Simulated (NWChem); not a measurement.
**the pair GeNH3···H2S: a chain of runs**

We compute a single-point energy (singlet GeNH5S, SVWN5/pcseg-1), then a single-point energy (singlet GeNH3, SVWN5/pcseg-1), then the energy (singlet H2S, SVWN5/pcseg-1), then the energy (singlet GeNH3, SVWN5/pcseg-1), then a single-point energy (singlet H2S, SVWN5/pcseg-1) of GeH5NS and its partners. 

The calculation is run with NWChem 7.3.0.

**1. Starting point**

GeNH5S: 8 atoms, total charge 0, spin state singlet. The two molecules were placed rigidly side by side, at 0.85 times their contact distance; the pair isn't optimised.

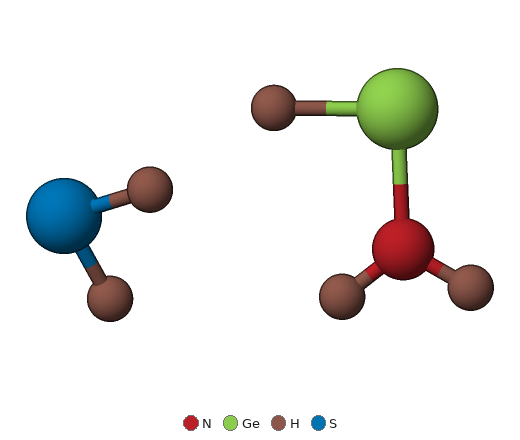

The structure, seen from a chosen angle (nitrogen red, germanium green, hydrogen brown, sulfur blue).

**2. A single-point energy at SVWN5/pcseg-1 (run 1)**

The input, geom.nw:

```
start geom
memory total 2200 mb
geometry units angstrom noautosym nocenter noautoz
   N       -0.094100      -0.587460       0.105660
   Ge       0.978800       0.868140       0.268060
   H        0.170600      -1.487260       0.473560
   H       -0.995000      -0.605360      -0.344240
   H       -0.060300       1.811940      -0.503040
   S       -2.833510       2.388350      -1.643920
   H       -2.081920       2.123660      -0.565120
   H       -2.922000       1.089750      -1.967670
end
basis spherical bse
   * library pcseg-1
end
dft
   xc slater vwn_5
   grid fine
   convergence energy 1e-08
   iterations 100
   mulliken
   print low
end
task dft energy
```

Launch:

```
$ nwchem geom.nw > geom.out
```

Standard output, cut to the lines that bear on the results:

```text
[...]
 d= 0,ls=0.0,diis     1  -2527.6327783890 -2.73D+03  1.69D-02  6.91D-01     1.4
[...]
 d= 0,ls=0.0,diis    11  -2527.6925946375 -3.60D-09  2.76D-07  5.51D-10     9.8
         Total DFT energy =    -2527.692594637467
      One electron energy =    -3927.604079839780
           Coulomb energy =     1304.896996677006
    Exchange-Corr. energy =     -108.391446043780
 Nuclear repulsion energy =      203.405934569087
[...]
      Total Density - Mulliken Population Analysis
     ---------------------------------------------
    Atom       Charge   Shell Charges
 -----------   ------   -------------------------------------------------------
    1 N    7     7.52   1.99  0.81  0.67  2.49  1.54  0.01
    2 Ge  32    31.83   2.00  2.00  2.00  1.22  0.62  6.00  5.97  1.02  0.88  9.98  0.14
    3 H    1     0.79   0.70  0.06  0.03
    4 H    1     0.80   0.70  0.07  0.03
    5 H    1     1.06   0.71  0.35  0.01
    6 S   16    16.27   2.00  1.99  1.24  0.63  5.98  3.27  1.11  0.05
    7 H    1     0.87   0.68  0.17  0.02
    8 H    1     0.87   0.69  0.16  0.02
[...]
```

Wall time 11 s (1 thread of AMD EPYC 9R45 (Zen 5), shared host); peak memory 0.12 GiB.

**3. GeNH3: a single-point energy at SVWN5/pcseg-1 (run 2)**

The input, input.nw:

```
start input
title "GeH3N"
memory total 2200 mb
geometry units angstroms noautosym nocenter noautoz
   N    -0.094100   -0.587460    0.105660
   Ge    0.978800    0.868140    0.268060
   H     0.170600   -1.487260    0.473560
   H    -0.995000   -0.605360   -0.344240
   H    -0.060300    1.811940   -0.503040
end
basis "ao basis" spherical bse
   * library pcseg-1
end
dft
   xc slater vwn_5
   grid fine
   convergence energy 1e-08
   maxiter 100
   mulliken
   print low
end
task dft energy
```

Launch:

```
$ nwchem input.nw > input.out
```

Standard output, cut to the lines that bear on the results:

```text
[...]
 d= 0,ls=0.0,diis     1  -2129.6620719091 -2.23D+03  2.36D-02  4.82D-01     0.8
[...]
 d= 0,ls=0.0,diis    11  -2129.7066093064 -3.50D-10  2.72D-07  1.69D-10     5.0
         Total DFT energy =    -2129.706609306435
      One electron energy =    -3167.890576552771
           Coulomb energy =     1022.745871650845
    Exchange-Corr. energy =      -83.396672470880
 Nuclear repulsion energy =       98.834768066372
[...]
      Total Density - Mulliken Population Analysis
     ---------------------------------------------
    Atom       Charge   Shell Charges
 -----------   ------   -------------------------------------------------------
    1 N    7     7.52   1.99  0.81  0.67  2.49  1.54  0.01
    2 Ge  32    31.86   2.00  2.00  2.00  1.22  0.63  6.00  5.97  1.03  0.91  9.98  0.14
    3 H    1     0.79   0.70  0.06  0.03
    4 H    1     0.79   0.70  0.06  0.03
    5 H    1     1.04   0.70  0.33  0.01
[...]
```

Run time: 5.7 s. Hardware: 1 thread of AMD EPYC 9R45 (Zen 5), shared host; peak memory 0.12 GiB.

**4. H2S: a single-point energy at SVWN5/pcseg-1 (run 3)**

The input, struct.nw:

```
start struct
memory stack 880 mb heap 220 mb global 1100 mb
charge 0

geometry noautosym nocenter noautoz
  S       -2.833510       2.388350      -1.643920
  H       -2.081920       2.123660      -0.565120
  H       -2.922000       1.089750      -1.967670
end

basis spherical bse
  * library pcseg-1
end

dft
  xc slater vwn_5
  grid fine
  convergence energy 1e-08
  maxiter 100
  mulliken
  noprint "final vectors analysis"
end

task dft energy
```

Launch:

```
$ nwchem struct.nw > struct.out
```

Standard output, cut to the lines that bear on the results:

```text
[...]
          Wavefunction type:  closed shell.
          No. of atoms     :     3
          No. of electrons :    18
[...]
          Charge           :     0
          Spin multiplicity:     1
[...]
          AO basis - number of functions:    28
[...]
              XC Information
              --------------
                        Slater Exchange Functional  1.000 local
                      VWN V Correlation Functional  1.000 local
[...]
 d= 0,ls=0.0,diis     1   -397.9671642214 -4.11D+02  1.67D-02  2.10D-01     0.1
[...]
 d= 0,ls=0.0,diis     7   -397.9831289242 -5.10D-09  2.46D-07  4.09D-11     0.4
         Total DFT energy =     -397.983128924233
      One electron energy =     -576.678106981794
           Coulomb energy =      190.782598772158
    Exchange-Corr. energy =      -24.986719045767
 Nuclear repulsion energy =       12.899098331171
[...]
      Total Density - Mulliken Population Analysis
     ---------------------------------------------
    Atom       Charge   Shell Charges
 -----------   ------   -------------------------------------------------------
    1 S   16    16.29   2.00  1.99  1.24  0.62  5.98  3.27  1.13  0.05
    2 H    1     0.86   0.69  0.15  0.02
    3 H    1     0.86   0.69  0.15  0.02
[...]
```

It took 0.88 s on 1 thread of AMD EPYC 9R45 (Zen 5), shared host; peak memory 0.11 GiB.

**5. GeNH3 among ghost functions: a single-point energy at SVWN5/pcseg-1 (with ghost functions) (run 4)**

The input, calc.nw:

```
start calc
title "GeH3N"
memory stack 880 mb heap 220 mb global 1100 mb
charge 0

geometry noautosym nocenter noautoz
   N     -0.094100    -0.587460     0.105660
   Ge     0.978800     0.868140     0.268060
   H      0.170600    -1.487260     0.473560
   H     -0.995000    -0.605360    -0.344240
   H     -0.060300     1.811940    -0.503040
   bqS     -2.833510     2.388350    -1.643920
   bqH     -2.081920     2.123660    -0.565120
   bqH     -2.922000     1.089750    -1.967670
end

basis spherical bse
   N library pcseg-1
   Ge library pcseg-1
   H library pcseg-1
   bqS library S pcseg-1
   bqH library H pcseg-1
end

dft
   xc slater vwn_5
   grid fine
   convergence energy 1e-08
   maxiter 100
   mulliken
   noprint "final vectors analysis"
end

task dft energy
```

Launch:

```
$ nwchem calc.nw > calc.out
```

Standard output, cut to the lines that bear on the results:

```text
[...]
          Wavefunction type:  closed shell.
          No. of atoms     :     8
          No. of electrons :    42
[...]
          Charge           :     0
          Spin multiplicity:     1
[...]
          AO basis - number of functions:    84
[...]
              XC Information
              --------------
                        Slater Exchange Functional  1.000 local
                      VWN V Correlation Functional  1.000 local
[...]
 d= 0,ls=0.0,diis     1  -2129.6622126600 -2.23D+03  1.57D-02  4.83D-01     1.4
[...]
 d= 0,ls=0.0,diis    11  -2129.7068061394 -3.02D-10  1.77D-07  1.71D-10     9.2
         Total DFT energy =    -2129.706806139383
      One electron energy =    -3167.878375032077
           Coulomb energy =     1022.732844402156
    Exchange-Corr. energy =      -83.396043575834
 Nuclear repulsion energy =       98.834768066372
[...]
      Total Density - Mulliken Population Analysis
     ---------------------------------------------
    Atom       Charge   Shell Charges
 -----------   ------   -------------------------------------------------------
    1 N    7     7.52   1.99  0.81  0.67  2.49  1.54  0.01
    2 Ge  32    31.87   2.00  2.00  2.00  1.22  0.63  6.00  5.97  1.03  0.91  9.98  0.14
    3 H    1     0.79   0.70  0.06  0.03
    4 H    1     0.79   0.70  0.05  0.03
    5 H    1     1.03   0.71  0.32  0.01
    6 X    0     0.00   0.00  0.00 -0.00  0.00  0.00 -0.00  0.00 -0.00
    7 X    0     0.00  -0.00  0.00  0.00
    8 X    0     0.00  -0.00  0.00  0.00
[...]
```

Wall time 9.9 s (1 thread of AMD EPYC 9R45 (Zen 5), shared host); peak memory 0.12 GiB.

**6. H2S among ghost functions: a single-point energy at SVWN5/pcseg-1 (with ghost functions) (run 5)**

The input, geom.nw:

```
START geom
memory total 2200 mb

GEOMETRY units angstrom noautosym nocenter noautoz
  S     -2.833510     2.388350    -1.643920
  H     -2.081920     2.123660    -0.565120
  H     -2.922000     1.089750    -1.967670
  bqN     -0.094100    -0.587460     0.105660
  bqGe     0.978800     0.868140     0.268060
  bqH      0.170600    -1.487260     0.473560
  bqH     -0.995000    -0.605360    -0.344240
  bqH     -0.060300     1.811940    -0.503040
END

BASIS spherical bse
  S library pcseg-1
  H library pcseg-1
  bqN library N pcseg-1
  bqGe library Ge pcseg-1
  bqH library H pcseg-1
END

DFT
  xc slater vwn_5
  grid fine
  convergence energy 1e-08
  maxiter 100
  mulliken
  print low
END

TASK dft energy
```

Launch:

```
$ nwchem geom.nw > geom.out
```

Standard output, cut to the lines that bear on the results:

```text
[...]
 d= 0,ls=0.0,diis     1   -397.9674524583 -4.11D+02  5.94D-03  2.12D-01     0.9
[...]
 d= 0,ls=0.0,diis     7   -397.9834702686 -5.44D-09  6.20D-07  1.93D-09     4.8
         Total DFT energy =     -397.983470268609
      One electron energy =     -576.670193630979
           Coulomb energy =      190.773395145275
    Exchange-Corr. energy =      -24.985770114075
 Nuclear repulsion energy =       12.899098331171
[...]
      Total Density - Mulliken Population Analysis
     ---------------------------------------------
    Atom       Charge   Shell Charges
 -----------   ------   -------------------------------------------------------
    1 S   16    16.29   2.00  1.99  1.24  0.63  5.98  3.27  1.12  0.05
    2 H    1     0.85   0.69  0.14  0.02
    3 H    1     0.85   0.69  0.15  0.02
    4 X    0    -0.00   0.00  0.00 -0.00  0.00 -0.00 -0.00
    5 X    0    -0.00   0.00  0.00 -0.00  0.00 -0.00 -0.00  0.00 -0.00 -0.00  0.00 -0.00
    6 X    0    -0.00  -0.00 -0.00 -0.00
    7 X    0     0.00   0.00  0.00 -0.00
    8 X    0     0.01  -0.00  0.01  0.00
[...]
```

Run time: 5.4 s. Hardware: 1 thread of AMD EPYC 9R45 (Zen 5), shared host; peak memory 0.12 GiB.

**7. What came out**

```
                                                                                                                quantity           value
                                                                                      run 1, SVWN5/pcseg-1: total energy  -2527.69259 Eh
                                                                                                     GeNH3: total energy  -2129.70661 Eh
                                                                                                       H2S: total energy   -397.98313 Eh
                                                                                                      H2S: dipole moment          1.52 D
                                                                               GeNH3 among ghost functions: total energy  -2129.70681 Eh
                                                                              GeNH3 among ghost functions: dipole moment          1.93 D
                                                                                 H2S among ghost functions: total energy   -397.98347 Eh
              interaction energy of the rigid parts GeNH3 and H2S (parts in their own basis; closest atoms 2.05 Å apart)       -0.078 eV
interaction energy of the rigid parts GeNH3 and H2S (parts in the whole basis, counterpoise; closest atoms 2.05 Å apart)       -0.063 eV
```

What this shows: The interaction energy of the rigid parts GeNH3 and H2S (parts in their own basis; closest atoms 2.05 Å apart) is −0.08 eV (−1.8 kcal/mol): the parts attract. Without counterpoise this holds the superposition error of the basis. The interaction energy of the rigid parts GeNH3 and H2S (parts in the whole basis, counterpoise; closest atoms 2.05 Å apart) is −0.06 eV (−1.5 kcal/mol): the parts attract. The basis-set superposition error is 1.4 kJ/mol.
